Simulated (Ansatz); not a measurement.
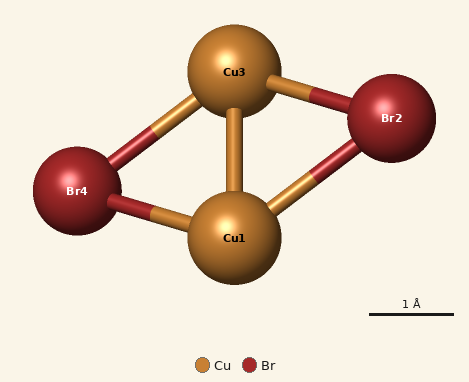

The structure as given in the input (ball-and-stick view, seen at a tilt; atoms are numbered from 1 in the order of the input). Sticks mark near contacts.

## Cu₂Br₂: molecular dynamics

System: Cu₂Br₂ ((CuBr)2 ring).
Method: RKS BLYP/6-31G* (Ansatz 0.2.0).

The geometry comes from this level: r2SCAN-D4/def2-SVP. Figures and captions count atoms from 1; the log counts them from 0 in places.

**Input**
```yaml
crystal:
  periodic: [false, false, false]
  atoms:
    - {symbol: Cu, position_ang: [-0.570314, -0.623254, -0.768926]}
    - {symbol: Br, position_ang: [1.790819, -0.489752, -0.931313]}
    - {symbol: Cu, position_ang: [0.570315, 0.623256, 0.768932]}
    - {symbol: Br, position_ang: [-1.790820, 0.489750, 0.931317]}
basis:
  gaussian: {orbitals: "6-31G*"}
hamiltonian: {xc: {name: BLYP}}
md: {timestep: 1 fs, n_steps: 15, ensemble: nve, temperature: 700, initial_velocities: maxwell_boltzmann, seed: 199}
scf: {omitted_lower_state_checks: [starts]}
```

Run as:
```bash
ansatz run in.yaml --threads 4 --pin off --events-out ev --progress --plain --max-ram 3916MiB
```

**Log**
```
Functional definition: BLYP
  name "BLYP"
  cite "Becke, Phys. Rev. A 38, 3098 (1988) doi:10.1103/PhysRevA.38.3098"
  cite "Lee, Yang & Parr, Phys. Rev. B 37, 785 (1988) doi:10.1103/PhysRevB.37.785"
  parameter beta = 0.0042
  parameter a = 0.04918
  parameter b = 0.132
  parameter c = 0.2533
  parameter d = 0.349
  exchange = b88_x(beta = beta)
  correlation = lyp_c(a = a, b = b, c = c, d = d)
these checks for a lower state are left out or cut short: starts
1432 factors; their error is unknown
mean field evaluation 1: about -229346.9902 eV, gradient 5.5e1 eV
mean field evaluation 2: about -228444.7015 eV, gradient 7.2e2 eV
mean field evaluation 4: about -229350.7892 eV, gradient 1.3e1 eV
mean field evaluation 8: about -229351.0479 eV, gradient 5.1e-2 eV
mean field evaluation 16: about -229351.0326 eV, gradient 1.0e-4 eV
mean field -229351.03262316 eV, -8428.4949891877 hartree, gradient 2.8e-5 eV, S^2 0.000000; 0 other end points of the search recorded, 0 dependent functions left out
the calculation of the forces begins
reference -229351.03290700 eV, -8428.4949996187 hartree; 64, 64 occupied and 78, 78 virtual orbitals, 1432 factors
md step     0: t =     0.00 fs  T =   700.0 K  F+E_penalty+E_count = -229351.03262316 eV  E_kin = 0.180964 eV  conserved = -229350.85165916 eV  (29 SCF iters)
these checks for a lower state are left out or cut short: starts, cluster_reference, orbital_swaps, neighbouring_geometries, increment
1432 factors; their error is unknown
mean field -229351.03922594 eV, -8428.4952318354 hartree, gradient 2.4e-5 eV, S^2 0.000000; 0 other end points of the search recorded, 0 dependent functions left out
[... from here on the field's lines of each further geometry are left out, up to the last ...]
md step     1: t =     1.00 fs  T =   725.5 K  F+E_penalty+E_count = -229351.03922594 eV  E_kin = 0.187563 eV  conserved = -229350.85166282 eV  (30 SCF iters)
md step     2: t =     2.00 fs  T =   752.3 K  F+E_penalty+E_count = -229351.04614614 eV  E_kin = 0.194479 eV  conserved = -229350.85166750 eV  (30 SCF iters)
md step     3: t =     3.00 fs  T =   780.0 K  F+E_penalty+E_count = -229351.05331896 eV  E_kin = 0.201644 eV  conserved = -229350.85167491 eV  (30 SCF iters)
md step     4: t =     4.00 fs  T =   808.4 K  F+E_penalty+E_count = -229351.06066298 eV  E_kin = 0.208982 eV  conserved = -229350.85168098 eV  (30 SCF iters)
md step     5: t =     5.00 fs  T =   837.1 K  F+E_penalty+E_count = -229351.06809204 eV  E_kin = 0.216404 eV  conserved = -229350.85168772 eV  (30 SCF iters)
md step     6: t =     6.00 fs  T =   865.7 K  F+E_penalty+E_count = -229351.07550758 eV  E_kin = 0.223813 eV  conserved = -229350.85169507 eV  (30 SCF iters)
md step     7: t =     7.00 fs  T =   893.9 K  F+E_penalty+E_count = -229351.08280175 eV  E_kin = 0.231098 eV  conserved = -229350.85170370 eV  (30 SCF iters)
md step     8: t =     8.00 fs  T =   921.2 K  F+E_penalty+E_count = -229351.08985562 eV  E_kin = 0.238143 eV  conserved = -229350.85171267 eV  (30 SCF iters)
md step     9: t =     9.00 fs  T =   947.0 K  F+E_penalty+E_count = -229351.09654263 eV  E_kin = 0.244821 eV  conserved = -229350.85172200 eV  (30 SCF iters)
md step    10: t =    10.00 fs  T =   970.9 K  F+E_penalty+E_count = -229351.10272859 eV  E_kin = 0.250997 eV  conserved = -229350.85173137 eV  (30 SCF iters)
md step    11: t =    11.00 fs  T =   992.3 K  F+E_penalty+E_count = -229351.10827452 eV  E_kin = 0.256533 eV  conserved = -229350.85174159 eV  (30 SCF iters)
md step    12: t =    12.00 fs  T =  1010.7 K  F+E_penalty+E_count = -229351.11303578 eV  E_kin = 0.261284 eV  conserved = -229350.85175179 eV  (30 SCF iters)
md step    13: t =    13.00 fs  T =  1025.5 K  F+E_penalty+E_count = -229351.11686661 eV  E_kin = 0.265105 eV  conserved = -229350.85176182 eV  (31 SCF iters)
md step    14: t =    14.00 fs  T =  1036.1 K  F+E_penalty+E_count = -229351.11962259 eV  E_kin = 0.267851 eV  conserved = -229350.85177195 eV  (31 SCF iters)
the calculation of the forces begins
reference -229351.12144929 eV, -8428.4982534877 hartree; 64, 64 occupied and 78, 78 virtual orbitals, 1432 factors
these checks for a lower state are left out or cut short: starts
1432 factors; their error is unknown
mean field -229351.12116277 eV, -8428.4982429583 hartree, gradient 1.6e-5 eV, S^2 0.000000; 0 other end points of the search recorded, 0 dependent functions left out
the calculation of the forces begins
reference -229351.12144929 eV, -8428.4982534877 hartree; 64, 64 occupied and 78, 78 virtual orbitals, 1432 factors
md step    15: t =    15.00 fs  T =  1042.0 K  F+E_penalty+E_count = -229351.12116277 eV  E_kin = 0.269381 eV  conserved = -229350.85178173 eV  (13 SCF iters)
```

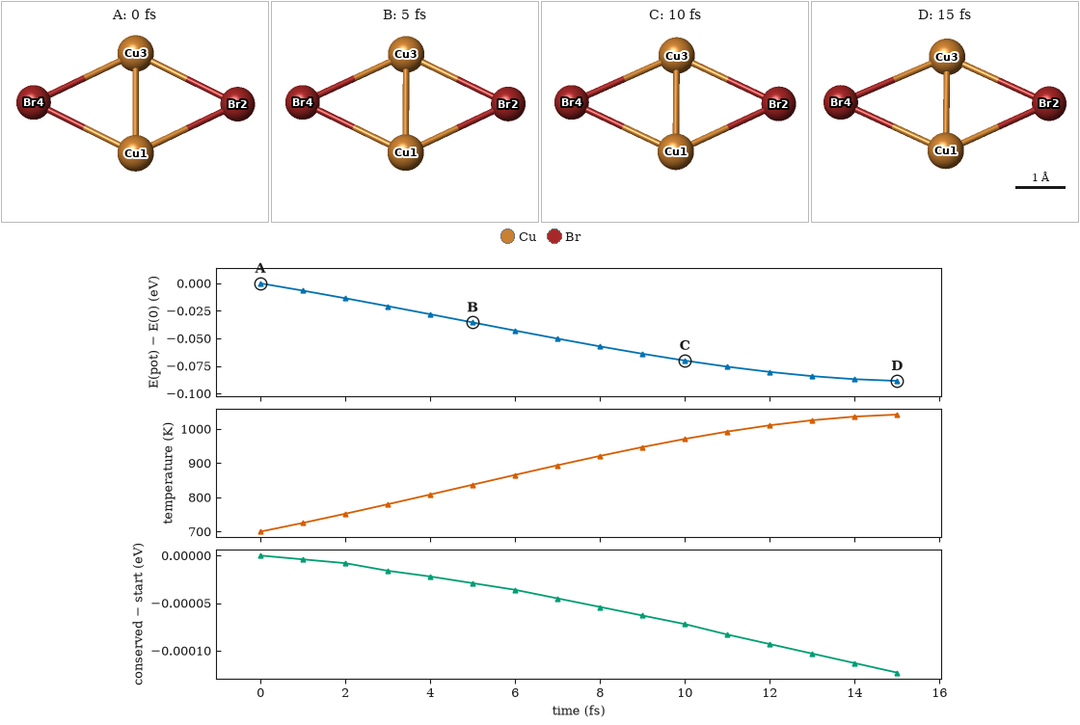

Frames of the molecular dynamics (ball-and-stick, seen at a tilt) above the curves, on which the letters mark them. The trajectory kept here has 16 frames over 15 fs. The temperature starts at 700 K, ranges from 700 to 1042 K and averages 993 K over the second half. The potential energy ends 0.089 eV below its first value. The conserved quantity stays within 0.00012 eV. After an unweighted best fit of the last frame on the first, the root-mean-square displacement is 0.06 Å.

```
Total energy: -229351.12144929 eV, -8428.4982534877 hartree
Atom 0 at    -0.540157    -0.598137    -0.730976 Å, force     0.103318     0.262697     0.331608 eV/Å
Atom 1 at     1.824625    -0.485615    -0.936967 Å, force    -0.269415     0.018416     0.075620 eV/Å
Atom 2 at     0.557171     0.569837     0.705817 Å, force    -0.395432    -0.116648    -0.113648 eV/Å
Atom 3 at    -1.838156     0.508121     0.956985 Å, force     0.561529    -0.164466    -0.293580 eV/Å
Dipole moment:     0.025037    -0.023900    -0.031555 e Å
Checks for a lower state left out: starts
```

**Trajectory as extended XYZ (Å, eV, eV/Å), 16 frames, from step=0 to step=15**
```
4
Properties=species:S:1:pos:R:3:forces:R:3 step=0 time_fs=0.0 energy=-229351.03262 temperature=700.0
Cu   -0.5703   -0.6233   -0.7689    0.7522   0.8221   1.0142
Br    1.7908   -0.4898   -0.9313   -0.3337   0.0913   0.1736
Cu    0.5703    0.6233    0.7689   -0.7522  -0.8221  -1.0142
Br   -1.7908    0.4898    0.9313    0.3337  -0.0913  -0.1736
4
Properties=species:S:1:pos:R:3:forces:R:3 step=1 time_fs=1.0 energy=-229351.03923 temperature=725.5
Cu   -0.5689   -0.6223   -0.7673    0.7317   0.8091   0.9987
Br    1.7934   -0.4895   -0.9318   -0.3389   0.0889   0.1719
Cu    0.5702    0.6204    0.7656   -0.7511  -0.7993  -0.9841
Br   -1.7943    0.4911    0.9332    0.3583  -0.0987  -0.1865
4
Properties=species:S:1:pos:R:3:forces:R:3 step=2 time_fs=2.0 energy=-229351.04615 temperature=752.3
Cu   -0.5674   -0.6213   -0.7655    0.7086   0.7934   0.9797
Br    1.7959   -0.4893   -0.9323   -0.3426   0.0862   0.1696
Cu    0.5699    0.6174    0.7620   -0.7473  -0.7738  -0.9505
Br   -1.7978    0.4924    0.9351    0.3814  -0.1058  -0.1987
4
Properties=species:S:1:pos:R:3:forces:R:3 step=3 time_fs=3.0 energy=-229351.05332 temperature=780.0
Cu   -0.5658   -0.6201   -0.7636    0.6828   0.7746   0.9569
Br    1.7983   -0.4891   -0.9328   -0.3448   0.0831   0.1664
Cu    0.5696    0.6143    0.7584   -0.7408  -0.7452  -0.9133
Br   -1.8013    0.4937    0.9370    0.4029  -0.1124  -0.2100
4
Properties=species:S:1:pos:R:3:forces:R:3 step=4 time_fs=4.0 energy=-229351.06066 temperature=808.4
Cu   -0.5641   -0.6188   -0.7616    0.6540   0.7527   0.9303
Br    1.8007   -0.4888   -0.9332   -0.3456   0.0795   0.1625
Cu    0.5691    0.6110    0.7546   -0.7313  -0.7136  -0.8722
Br   -1.8047    0.4950    0.9388    0.4229  -0.1187  -0.2206
4
Properties=species:S:1:pos:R:3:forces:R:3 step=5 time_fs=5.0 energy=-229351.06809 temperature=837.1
Cu   -0.5623   -0.6174   -0.7594    0.6222   0.7275   0.8997
Br    1.8031   -0.4886   -0.9336   -0.3449   0.0756   0.1579
Cu    0.5685    0.6077    0.7506   -0.7188  -0.6786  -0.8271
Br   -1.8080    0.4963    0.9406    0.4415  -0.1245  -0.2305
4
Properties=species:S:1:pos:R:3:forces:R:3 step=6 time_fs=6.0 energy=-229351.07551 temperature=865.7
Cu   -0.5604   -0.6159   -0.7570    0.5872   0.6989   0.8648
Br    1.8054   -0.4883   -0.9340   -0.3428   0.0714   0.1525
Cu    0.5678    0.6043    0.7466   -0.7031  -0.6402  -0.7777
Br   -1.8113    0.4975    0.9424    0.4587  -0.1300  -0.2396
4
Properties=species:S:1:pos:R:3:forces:R:3 step=7 time_fs=7.0 energy=-229351.08280 temperature=893.9
Cu   -0.5584   -0.6142   -0.7546    0.5488   0.6666   0.8254
Br    1.8077   -0.4880   -0.9344   -0.3394   0.0667   0.1464
Cu    0.5670    0.6007    0.7424   -0.6841  -0.5982  -0.7239
Br   -1.8145    0.4988    0.9441    0.4746  -0.1351  -0.2480
4
Properties=species:S:1:pos:R:3:forces:R:3 step=8 time_fs=8.0 energy=-229351.08986 temperature=921.2
Cu   -0.5564   -0.6125   -0.7520    0.5069   0.6306   0.7815
Br    1.8100   -0.4878   -0.9348   -0.3346   0.0617   0.1397
Cu    0.5661    0.5971    0.7381   -0.6616  -0.5525  -0.6655
Br   -1.8177    0.5000    0.9459    0.4893  -0.1399  -0.2557
4
Properties=species:S:1:pos:R:3:forces:R:3 step=9 time_fs=9.0 energy=-229351.09654 temperature=947.0
Cu   -0.5542   -0.6107   -0.7493    0.4613   0.5908   0.7328
Br    1.8122   -0.4875   -0.9352   -0.3286   0.0564   0.1322
Cu    0.5651    0.5934    0.7337   -0.6355  -0.5029  -0.6022
Br   -1.8208    0.5012    0.9475    0.5028  -0.1443  -0.2628
4
Properties=species:S:1:pos:R:3:forces:R:3 step=10 time_fs=10.0 energy=-229351.10273 temperature=970.9
Cu   -0.5520   -0.6088   -0.7464    0.4119   0.5469   0.6791
Br    1.8143   -0.4872   -0.9355   -0.3214   0.0507   0.1242
Cu    0.5640    0.5896    0.7292   -0.6056  -0.4492  -0.5340
Br   -1.8239    0.5024    0.9492    0.5151  -0.1484  -0.2693
4
Properties=species:S:1:pos:R:3:forces:R:3 step=11 time_fs=11.0 energy=-229351.10828 temperature=992.3
Cu   -0.5497   -0.6068   -0.7435    0.3586   0.4988   0.6204
Br    1.8165   -0.4869   -0.9358   -0.3130   0.0448   0.1155
Cu    0.5628    0.5858    0.7247   -0.5719  -0.3914  -0.4607
Br   -1.8268    0.5036    0.9508    0.5263  -0.1522  -0.2752
4
Properties=species:S:1:pos:R:3:forces:R:3 step=12 time_fs=12.0 energy=-229351.11304 temperature=1010.7
Cu   -0.5474   -0.6047   -0.7405    0.3012   0.4464   0.5563
Br    1.8186   -0.4866   -0.9361   -0.3035   0.0385   0.1062
Cu    0.5615    0.5818    0.7200   -0.5341  -0.3293  -0.3820
Br   -1.8298    0.5048    0.9524    0.5365  -0.1557  -0.2806
4
Properties=species:S:1:pos:R:3:forces:R:3 step=13 time_fs=13.0 energy=-229351.11687 temperature=1025.5
Cu   -0.5450   -0.6026   -0.7374    0.2395   0.3897   0.4869
Br    1.8206   -0.4862   -0.9364   -0.2930   0.0320   0.0965
Cu    0.5601    0.5779    0.7153   -0.4922  -0.2629  -0.2980
Br   -1.8326    0.5059    0.9540    0.5457  -0.1589  -0.2854
4
Properties=species:S:1:pos:R:3:forces:R:3 step=14 time_fs=14.0 energy=-229351.11962 temperature=1036.1
Cu   -0.5426   -0.6004   -0.7342    0.1736   0.3285   0.4120
Br    1.8226   -0.4859   -0.9367   -0.2816   0.0253   0.0863
Cu    0.5587    0.5739    0.7106   -0.4460  -0.1920  -0.2086
Br   -1.8354    0.5070    0.9555    0.5541  -0.1618  -0.2897
4
Properties=species:S:1:pos:R:3:forces:R:3 step=15 time_fs=15.0 energy=-229351.12116 temperature=1042.0
Cu   -0.5402   -0.5981   -0.7310    0.1033   0.2627   0.3316
Br    1.8246   -0.4856   -0.9370   -0.2694   0.0184   0.0756
Cu    0.5572    0.5698    0.7058   -0.3954  -0.1166  -0.1136
Br   -1.8382    0.5081    0.9570    0.5615  -0.1645  -0.2936
```

**Summary**

```tsv
quantity	value
outcome	finished
mean temperature over the second half	993 K
trajectory	15 steps, 15 fs
ensemble	nve
temperature in the input	700 K
time step	1 fs
potential energy (last step)	−229351.1214 eV
SCF solution under orbital rotations (last step)	stable
largest force (length of the vector) (last step)	0.655 eV/Å
dipole moment (last step)	0.22 D
hardware	4 threads of Arm Neoverse V1, 23 GiB of memory available, shared host
wall time	38 s (CPU time 2.4 min)
peak memory	0.42 GiB
```

**Notes**

So short a trajectory is not equilibrated.
